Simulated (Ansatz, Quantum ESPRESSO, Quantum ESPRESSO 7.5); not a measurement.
**Band edges of W2COS MXene, 1 layer under strain**

Wanted: deformation of the bands of W2COS MXene, 1 layer, driven from Python.

Method: plane-wave DFT, PBE, GBRV ultrasoft pseudopotentials (geometry by Ansatz 0.2.0 with PAW datasets; geometry under PBE), in Quantum ESPRESSO 7.5.

**1. Starting point**

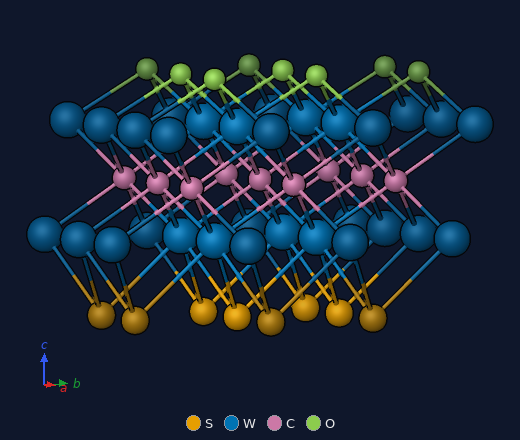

Start, viewed from the side, with the c axis up; sulfur orange, tungsten blue, carbon pink, oxygen green. 2×2×1 cells are drawn. Some periodic images of atoms are drawn too.

The cell holds 5 atoms: 1 S, 2 W, 1 C and 1 O. Cell: a = 3.125 Å, b = 3.125 Å, c = 20.317 Å, α = 90.0°, β = 90.0°, γ = 120.0°. It derives from W2COS. Vacuum lies along c.

**2. Relaxation with Ansatz**

A relaxation in Ansatz fixes the structure of this slab for the runs on it.

input.yaml

```yaml
crystal:
  lattice:
    - [3.125408, 0.0, 0.0]
    - [-1.562704, 2.7066827252, 0.0]
    - [0.0, 0.0, 20.3172382404]
  atoms:
    - { symbol: S, position: [0.3333333333, 0.6666666667, 0.3691446599] }
    - { symbol: W, position: [0.6666666667, 0.3333333333, 0.4548767707] }
    - { symbol: C, position: [0.0, 0.0, 0.515574131] }
    - { symbol: W, position: [0.3333333333, 0.6666666667, 0.5762714912] }
    - { symbol: O, position: [0.6666666667, 0.3333333333, 0.6308553401] }
kpoints:
  mp_grid: { grid: [12, 12, 1] }
hamiltonian:
  xc: pbe
scf:
  occupations: { method: fermi_dirac, width: 0.05 }
  convergence: { dr2_threshold: 1.0e-08 }
efield:
  axis: 3
  dipole_correction: true
  ramp_position: 0.97
  ramp_width: 0.04
relax:
  f_tol: 0.01
  cell: { fix: [c, alpha, beta] }
output:
  write_potential: true
  write_density: true
  volumetric_format: npy
```

Run with:

```
ansatz run input.yaml --threads 2 --pin off --max-ram 4096MiB --backend cpu --events-out ev --progress --plain --runs-dir out
```

Numbers of over 12 decimals in the logs are rounded to 6 here.

The log of the run:

```text
Warning: relax.cell: scf.convergence.dr2_threshold = 1e-8 eV is looser than the 5e-10 eV advised for a relaxation that steers and ends on the stress (1e-10 eV for each atom of the cell: 5). What an SCF threshold leaves in a stress goes as its square root, and in the free energy as the threshold itself, and one threshold admits the most on a small cell: [figures from the program's tests cut] Set scf.convergence.dr2_threshold to 5e-10 eV or tighter. The threshold is an SCF's pass mark: one that does not reach it within its budget of iterations ends unconverged, or closes short of it on a stop that the run arms, and scf.convergence.dr2_threshold's page says what that costs each kind of run
Engine: ansatz 0.2.0, x86_64-unknown-linux-gnu
Pseudopotentials: kind: paw
Pseudopotential: S, paw, valence charge 6, recommended cutoff 420 eV (normal), S.paw.azcp
Pseudopotential: W, paw, valence charge 14, recommended cutoff 420 eV (normal), W.paw.azcp
Pseudopotential: C, paw, valence charge 4, recommended cutoff 420 eV (normal), C.paw.azcp
Pseudopotential: O, paw, valence charge 6, recommended cutoff 420 eV (normal), O.paw.azcp
Functional definition: PBE
  parameter kappa = 0.804
  parameter beta = 0.066725
  exchange = pbe_x(kappa = kappa, mu = beta*pi^2/3)
  correlation = pbe_c(beta = beta)
Crystal: 5 atoms, lattice volume = 171.873 Å³
Basis set: ecut = 420 eV, 3343 PW (Γ), exchange–correlation on 48×48×288 points (8 copies of the dense FFT grid, shifted against one another)
Bands: 27, of which v1, the nominal top of the filled ones, is band 22 counted from 1 (21 counted from 0)
Symmetry: 6 space group operations
Space group: P3m1 (ITA 156), of the structure as read, at distance tolerance 5.6e-5 Å
k-points: 19 of 144 (time reversal used)
Non-local potential: S, projectors of the file, l = 0: 2, l = 1: 2, l = 2: 2
Non-local potential: W, projectors of the file, l = 0: 3, l = 1: 2, l = 2: 2, l = 3: 1
Non-local potential: C, projectors of the file, l = 0: 2, l = 1: 2, l = 2: 1
Non-local potential: O, projectors of the file, l = 0: 2, l = 1: 2, l = 2: 1
PAW form: soft (Blöchl's): semilocal exchange-correlation on the pseudo side does not see the compensation charge
PAW one-centre angular grid: S, 110 points (default); XC on 64 Gauss nodes
PAW one-centre angular grid: W, 590 points (default); XC on 64 Gauss nodes
PAW one-centre angular grid: C, 110 points (default); XC on 64 Gauss nodes
PAW one-centre angular grid: O, 110 points (default); XC on 64 Gauss nodes
Initial density: superposition of atomic densities (neutral atoms: chi_scale 0, normalization atom), corrected by the library's trained network
Initial wavefunctions: pseudopotential atomic-orbital guess
Functional: x = pbe(κ = 0.804, μ = 0.219515), c = pbe(β = 0.066725)
SCF iter   1: F=—  HF=-22489.990843 eV  |F-HF|=—  |Δ(HF+E_count)|=         —  Δρ=5.04e-3  dr2=4.69e-2  ethr=1.77e-3  p=-0.025 e·Å  D=-2.60e-2 V/Å  ΔV_dip=0.53 eV  dr2_dipole=2.14e-3  V_vac-E_F(+/−)=5.60/5.07 eV  ⟨swp⟩=9.3  Hψ=3107  notcnv=0
efield: sawtooth ramp at fractional position 0.9700 (set: `efield.ramp_position`, or a place that a band, a saddle search or an elastic batch's reference lends), width 0.0400; the density the first Hamiltonian is built on has a dipole p = -0.025 e·Å; the dipole correction subtracts the counter field D = -2.60e-2 V/Å, which shifts the + side's vacuum level by +0.53 eV against the − side's; the planar-averaged density in the ramp window peaks in size at 3.8e-5 e/Å³
preconditioner: auto → LDOS  [metal: Δε(μ)=0.111 eV  Ē_g=8.339 eV  σ=0.050 eV  W_gap=0.43  n_scr=14 (ndim 8)  ℏωp=15.0 eV  f_vac=0.596  D(μ)=2.63/eV (n_scr^D=10)  β→1.0]
SCF iter   2: F=—  HF=-22489.990602 eV  |F-HF|=—  |Δ(HF+E_count)|=   2.41e-4  Δρ=3.28e-3  dr2=2.35e-2  ethr=1.06e-4  p=-0.021 e·Å  D=-2.18e-2 V/Å  ΔV_dip=0.44 eV  dr2_dipole=1.22e-3  V_vac-E_F(+/−)=5.43/4.99 eV  ⟨swp⟩=2.1  Hψ=1027  notcnv=0
SCF iter   3: F=—  HF=-22489.987031 eV  |F-HF|=—  |Δ(HF+E_count)|=   3.57e-3  Δρ=7.10e-4  dr2=9.32e-4  ethr=5.34e-5  p=-0.024 e·Å  D=-2.57e-2 V/Å  ΔV_dip=0.52 eV  dr2_dipole=2.18e-5  V_vac-E_F(+/−)=5.49/4.96 eV  ⟨swp⟩=2.0  Hψ=874  notcnv=0
SCF iter   4: F=—  HF=-22489.986949 eV  |F-HF|=—  |Δ(HF+E_count)|=   8.22e-5  Δρ=1.39e-4  dr2=6.81e-5  ethr=2.12e-6  p=-0.024 e·Å  D=-2.56e-2 V/Å  ΔV_dip=0.52 eV  dr2_dipole=1.48e-5  V_vac-E_F(+/−)=5.48/4.96 eV  ⟨swp⟩=2.7  Hψ=863  notcnv=0
SCF iter   5: F=—  HF=-22489.986976 eV  |F-HF|=—  |Δ(HF+E_count)|=   2.73e-5  Δρ=3.50e-5  dr2=2.61e-6  ethr=1.55e-7  p=-0.024 e·Å  D=-2.56e-2 V/Å  ΔV_dip=0.52 eV  dr2_dipole=1.37e-7  V_vac-E_F(+/−)=5.48/4.96 eV  ⟨swp⟩=2.3  Hψ=777  notcnv=0
SCF iter   6: F=—  HF=-22489.986964 eV  |F-HF|=—  |Δ(HF+E_count)|=   1.24e-5  Δρ=1.23e-5  dr2=1.12e-6  ethr=5.93e-9  p=-0.024 e·Å  D=-2.56e-2 V/Å  ΔV_dip=0.52 eV  dr2_dipole=2.77e-7  V_vac-E_F(+/−)=5.48/4.96 eV  ⟨swp⟩=2.8  Hψ=1116  notcnv=0
SCF iter   7: F=—  HF=-22489.986964 eV  |F-HF|=—  |Δ(HF+E_count)|=   9.22e-8  Δρ=2.87e-6  dr2=1.35e-8  ethr=2.55e-9  p=-0.024 e·Å  D=-2.56e-2 V/Å  ΔV_dip=0.52 eV  dr2_dipole=7.72e-10  V_vac-E_F(+/−)=5.48/4.96 eV  ⟨swp⟩=1.8  Hψ=622  notcnv=0
SCF iter   8: F=-22489.986964 eV  HF=-22489.986964 eV  |F-HF|=1.10e-8  |Δ(HF+E_count)|=   6.58e-8  Δρ=9.67e-7  dr2=2.77e-9  ethr=2.27e-11  p=-0.024 e·Å  D=-2.56e-2 V/Å  ΔV_dip=0.52 eV  dr2_dipole=3.38e-10  V_vac-E_F(+/−)=5.48/4.96 eV  ⟨swp⟩=11.5  Hψ=4297  notcnv=0
SCF 1 converged in 8 iterations: F = -22489.986964 eV  dr2 = 2.77e-9
  greatest PAW one-centre occupation: 1.000 electrons in one spin orbital (limit 2), on the W atom at site 3 (counted from 0), in its partial waves of l = 0
relax step   1: F+E_penalty+E_count = -22489.98696390 eV  Δ(F+E_penalty+E_count) = +0.000e0 eV  max|allowed force component| = 1.851e0 eV/Å  Δτ_max = 0.0000 Å  P = -3.416 GPa  Ω = 171.873 Å³  fix = [c, alpha, beta]  reactions: c -5.897 GPa  (8 SCF iters, accepted)
Crystal: 5 atoms, lattice volume = 173.705 Å³
Basis set: ecut = 420 eV, 3355 PW (Γ), exchange–correlation on 48×48×288 points (8 copies of the dense FFT grid, shifted against one another)
Initial density: handed on by an earlier stage of this run
Initial wavefunctions: those handed on with the density
iter 1 solved again at ethr=8.78e-4 eV; its pass at ethr=3.10e-3 eV (dr2=3.86e-1 eV) is discarded
SCF iter   1: F=—  HF=-22490.389206 eV  |F-HF|=—  |Δ(HF+E_count)|=         —  Δρ=1.32e-2  dr2=3.91e-1  ethr=8.78e-4  p=-0.025 e·Å  D=-2.56e-2 V/Å  ΔV_dip=0.52 eV  dr2_dipole=5.21e-2  V_vac-E_F(+/−)=5.62/5.10 eV  ⟨swp⟩=1.1  Hψ=3794  notcnv=0
[...]
relax step   6: F+E_penalty+E_count = -22490.37301776 eV  Δ(F+E_penalty+E_count) = -1.328e-4 eV  max|allowed force component| = 2.660e-2 eV/Å  Δτ_max = 0.0025 Å  P = -0.004 GPa  Ω = 178.041 Å³  energy of the carried Pulay correction = -4.561e-3 eV  fix = [c, alpha, beta]  reactions: c -0.011 GPa  (6 SCF iters, accepted)
[...]
relax step   7: F+E_penalty+E_count = -22490.37305120 eV  Δ(F+E_penalty+E_count) = -3.343e-5 eV  max|allowed force component| = 2.624e-3 eV/Å  Δτ_max = 0.0012 Å  P = -0.009 GPa  Ω = 178.019 Å³  energy of the carried Pulay correction = -4.545e-3 eV  fix = [c, alpha, beta]  reactions: c -0.027 GPa  (5 SCF iters, accepted)
[...]
relax step   8: F+E_penalty+E_count = -22490.37858398 eV  Δ(F+E_penalty+E_count) = -5.533e-3 eV  max|allowed force component| = 1.985e-3 eV/Å  Δτ_max = 0.0000 Å  P = +0.035 GPa  Ω = 178.019 Å³  fix = [c, alpha, beta]  reactions: c -0.003 GPa  stress off target by 5.33e-2 GPa on what of the cell is left free  SCF on the basis re-selected at this cell (its energy is not comparable with the rows above)  (5 SCF iters)
[...]
relax step   9: F+E_penalty+E_count = -22490.37851936 eV  Δ(F+E_penalty+E_count) = +6.461e-5 eV  max|allowed force component| = 4.760e-4 eV/Å  Δτ_max = 0.0009 Å  P = +0.002 GPa  Ω = 178.135 Å³  energy of the carried Pulay correction = -8.548e-5 eV  fix = [c, alpha, beta]  reactions: c +0.001 GPa  (5 SCF iters, accepted)
iter 1 solved again at ethr=3.58e-7 eV; its pass at ethr=3.10e-3 eV (dr2=1.58e-4 eV) is discarded
SCF iter   1: F=—  HF=-22490.378685 eV  |F-HF|=—  |Δ(HF+E_count)|=         —  Δρ=4.36e-6  dr2=1.02e-8  ethr=3.58e-7  p=-0.039 e·Å  D=-3.97e-2 V/Å  ΔV_dip=0.81 eV  dr2_dipole=2.04e-10  V_vac-E_F(+/−)=5.75/4.95 eV  ⟨swp⟩=4.3  Hψ=4683  notcnv=0
efield: sawtooth ramp at fractional position 0.9700 (set: `efield.ramp_position`, or a place that a band, a saddle search or an elastic batch's reference lends), width 0.0400; the density the first Hamiltonian is built on has a dipole p = -0.039 e·Å; the dipole correction subtracts the counter field D = -3.97e-2 V/Å, which shifts the + side's vacuum level by +0.81 eV against the − side's; the planar-averaged density in the ramp window peaks in size at 3.5e-6 e/Å³
eigensolver tolerance schedule: the retry pair's looser diagonalisation over-reported the residual by 15403.75 of it (diagonalisation noise at an unbounded share of the residual, at the tolerance the schedule requests for it); recorded, not acted on — ethr = c·dr2/N_el stays at c = 1.0e-1
preconditioner: auto → LDOS  [metal: Δε(μ)=0.106 eV  Ē_g=8.512 eV  σ=0.050 eV  W_gap=0.43  n_scr=12 (ndim 8)  ℏωp=14.7 eV  f_vac=0.616  D(μ)=1.19/eV (n_scr^D=6)  β→1.0]
SCF iter   2: F=—  HF=-22490.378653 eV  |F-HF|=—  |Δ(HF+E_count)|=   3.20e-5  Δρ=3.04e-6  dr2=2.11e-8  ethr=2.32e-11  p=-0.039 e·Å  D=-3.97e-2 V/Å  ΔV_dip=0.81 eV  dr2_dipole=1.20e-9  V_vac-E_F(+/−)=5.75/4.95 eV  ⟨swp⟩=6.3  Hψ=2181  notcnv=0
SCF iter   3: F=-22490.378653 eV  HF=-22490.378653 eV  |F-HF|=4.40e-10  |Δ(HF+E_count)|=  7.02e-10  Δρ=9.06e-7  dr2=1.09e-9  ethr=2.27e-11  p=-0.039 e·Å  D=-3.97e-2 V/Å  ΔV_dip=0.81 eV  dr2_dipole=6.49e-11  V_vac-E_F(+/−)=5.75/4.95 eV  ⟨swp⟩=12.7  Hψ=4715  notcnv=0
SCF 10 converged in 3 iterations: F = -22490.378653 eV  dr2 = 1.09e-9
relax step  10: F+E_penalty+E_count = -22490.37865268 eV  Δ(F+E_penalty+E_count) = -1.333e-4 eV  max|allowed force component| = 4.896e-4 eV/Å  Δτ_max = 0.0000 Å  P = +0.003 GPa  Ω = 178.135 Å³  fix = [c, alpha, beta]  reactions: c +0.001 GPa  stress off target by 3.69e-3 GPa on what of the cell is left free  SCF on the basis re-selected at this cell (its energy is not comparable with the rows above)  (3 SCF iters)
basis re-selected at this cell: Δ(F+E_penalty+E_count) = -1.333e-4 eV, ΔP = +0.000 GPa vs the last step (what re-selecting the basis moved, of the pressure what is left beyond the Pulay correction that the steps carried, after the strain that the cell walked since its last selection, with what the two solves' SCF thresholds leave and, on support functions, any second-order correction that the steps lacked; it is no m [...]
WARN: The output density's exchange-correlation potential varies sharply where the density is thin. Do not read a vacuum level from v_tot or v_xc, or from such a field of the output density. On a cell that repeats whose density bears no net charge and no dipole along the vacuum's axis use v_es (v_loc + v_h of the components); under efield.dipole_correction with no amplitude use v_es + v_field, which holds any externa [...]
SCF converged after 3 iterations
Free energy (F): -22490.378653 eV
Harris-Foulkes:  -22490.378653 eV  (|F-HF|=4.40e-10)
Internal energy: -22490.368012 eV  (E = F + TS)
E sigma→0 (E₀):  -22490.373333 eV
Entropy (-TS):   -0.010640 eV (-2.128 meV/atom)
Fermi energy:    2.274190 eV
Dipole field:    D = -0.039700 V/Å  (p = -0.039083 e·Å, saw-weighted, corrected)
Work function:   Φ+ = 5.7544 eV   Φ− = 4.9478 eV
Levels:          The Fermi level and band energies are counted from a zero that moves with the ramp; work functions are not
--- Per-component energies (eV) ---
  E_band       = -872.834240
  E_kinetic    = 1273.547406
  E_local      = -37242.003017  (includes V_loc(G=0)·N_el)
  E_nonlocal   = 102.843611
  E_hartree    = 18003.988291
  E_xc         = -753.551385
  E_vxc        = -719.669175  (∫ρ·V_xc dr)
  E_paw        = -17981.580234  (= ΣΔE_a)
  E_vpaw       = -296.278637  (= ΣTr[D̂ρ^β])
  E_aug_tail   = 0.002299  (compensation charges beyond the density's cutoff)
  E_efield     = 0.000776  (sawtooth field / dipole correction)
  E_vefield    = 0.743943  (∫n·V_field dr)
  E_ewald      = 14106.384240
  E_smearing   = -0.010640  (= −TS)
  E_closure    = -0.000000  (closes the sum)
  Σ components = -22490.378653   (vs F -22490.378653, Δ=0.00e0)
--- Forces (eV/Å), atoms counted from 1 ---
  atom   1  S      0.00000000    -0.00000000    -0.00026701
  atom   2  W     -0.00000000     0.00000000     0.00011899
  atom   3  C      0.00000000    -0.00000000    -0.00049317
  atom   4  W      0.00000000     0.00000000     0.00039771
  atom   5  O     -0.00000000     0.00000000     0.00022574
  max |Σ_I F_I| component: 1.77e-5 eV/Å
--- Stress (GPa, compression-positive) ---
        0.003694       0.000000      -0.000000
        0.000000       0.003694       0.000000
       -0.000000       0.000000       0.000951
  P = ⅓ Tr σ = 0.0028 GPa (0.028 kbar)
--- Band table (eV; the first three rows and the last of 19) ---
  k-point 0: bands = [... 18 lower, -0.3311, -0.3311, 0.9985, 0.9985, 1.2391, 2.9163, 2.9163, 3.3718, ... 1 higher]
  k-point 1: bands = [... 18 lower, -0.4958, -0.4154, 0.5221, 1.1838, 1.6594, 2.9824, 3.0464, 3.6638, ... 1 higher]
  k-point 2: bands = [... 18 lower, -0.6168, -0.3737, -0.0379, 1.4022, 2.0678, 3.0238, 3.4967, 3.9661, ... 1 higher]
  k-point 18: bands = [... 18 lower, -2.2003, -2.0749, 1.3697, 1.6183, 1.9330, 3.6672, 4.1876, 4.5285, ... 1 higher]
--- Relaxed structure (8 steps of the walk, 7 accepted, 2 SCFs on fresh bases) ---
  F+E_penalty+E_count = -22490.37865268 eV   max|allowed force component| = 4.896e-4 eV/Å   (the final SCF, on the basis selected at the relaxed cell)
  cell:  # Å, volume = 178.1354 Å³
    - [3.181834, 0.0, 0]
    - [-1.590917, 2.755549, 0]
    - [0, 0, 20.3172382404]
  atoms:
    - { symbol: S, position: [0.333333, 0.666667, 0.379455] }
    - { symbol: W, position: [0.666667, 0.333333, 0.460678] }
    - { symbol: C, position: [1.0006805619652941e-19, 0, 0.515677] }
    - { symbol: W, position: [0.333333, 0.666667, 0.568248] }
    - { symbol: O, position: [0.666667, 0.333333, 0.622664] }
```

Elapsed: 14 s, on 2 threads of AMD EPYC 9R45, shared host; peak memory 0.53 GiB; 27 s of CPU time.

Step by step:

```
step  energy less that of the first step (eV)  largest force component (eV/Å)  pressure (GPa)  volume (Å³)
   1                                   0.0000                          1.8515           -3.42       171.87
   2                                  -0.3561                          0.3563            1.81       173.70
   3                                  -0.3499                          0.6653            0.50       180.86
   4                                  -0.3843                          0.2374            0.00       177.19
   5                                  -0.3859                          0.0829            0.03       178.01
   6                                  -0.3861                          0.0266            0.00       178.04
   7                                  -0.3861                          0.0026           -0.01       178.02
  8*                                  -0.3916                          0.0020            0.03       178.02
   9                                  -0.3916                          0.0005            0.00       178.14
 10*                                  -0.3917                          0.0005            0.00       178.14
```

Relaxation steps marked * repeat the geometry before them on a plane-wave basis chosen anew for their cell, so energy and pressure can jump there. Relaxation step 3 was tried and not accepted.

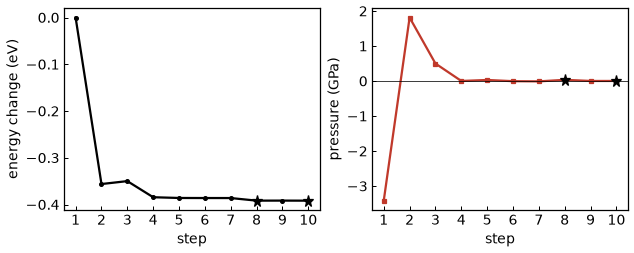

Energy and pressure along the relaxation. Stars mark steps on a basis chosen anew.

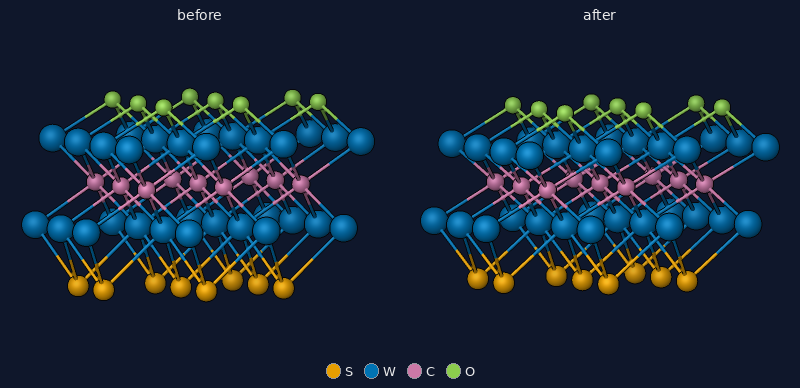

The structure before and after the relaxation, drawn at the same scale.

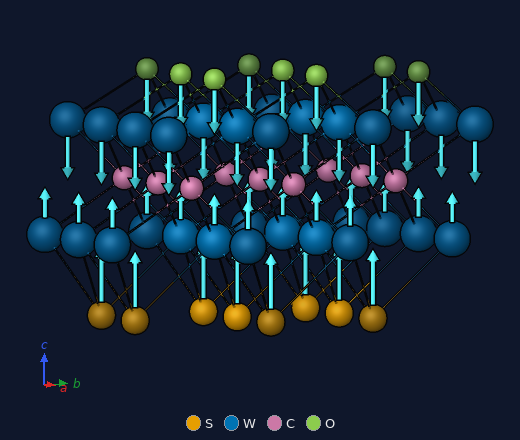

Displacements in the relaxation, exaggerated, measured against the changing cell; the longest in the cell stands for 0.21 Å. 2×2×1 cells are drawn. Some periodic images of atoms are drawn too.

```
cell as run  before  after  change
      a (Å)   3.125  3.182  +1.8 %
      b (Å)   3.125  3.182  +1.8 %
```

The atoms that moved most (Å, along periodic axes as changes of fractional coordinates times the final cell, across vacuum about the mean position):

```
atom     dx     dy      dz  length
  S1  0.000  0.000   0.209   0.209
  O5  0.000  0.000  -0.166   0.166
  W4  0.000  0.000  -0.163   0.163
  W2  0.000  0.000   0.118   0.118
```

The relaxed structure:

```xyz
5
Lattice="3.1818 0.0000 0.0000 -1.5909 2.7555 0.0000 0.0000 0.0000 20.3172" Properties=species:S:1:pos:R:3
S     0.0000    1.8370    7.7095
W     1.5909    0.9185    9.3597
C     0.0000    0.0000   10.4771
W     0.0000    1.8370   11.5452
O     1.5909    0.9185   12.6508
```

Read from the output:

```
free energy                     : -22490.3787 eV
energy at zero smearing         : -22490.3733 eV
smearing term TS                : 0.01064 eV
Fermi energy                    : 2.274 eV
symmetry operations             : 6
work function of the upper face : 5.754 eV
work function of the lower face : 4.948 eV
dipole along the normal         : -0.03908 e·Å
```

(Part 1 of 2 ends here.)

[Logs are printed without paths, hosts, clocks, repeated set-up lines and the standing remarks that a program may print on its own settings, such as how far it seeks lower states.]

[Hosts, paths, dates, database ids (printed as entryN), source tags and the programs' standing remarks are cut or masked in the printed files.]

[Maps of the electrostatic potential energy from Ansatz leave out the sawtooth potential of an applied field or a dipole correction, so their vacuum need not be flat; planar profiles and work functions include it.]
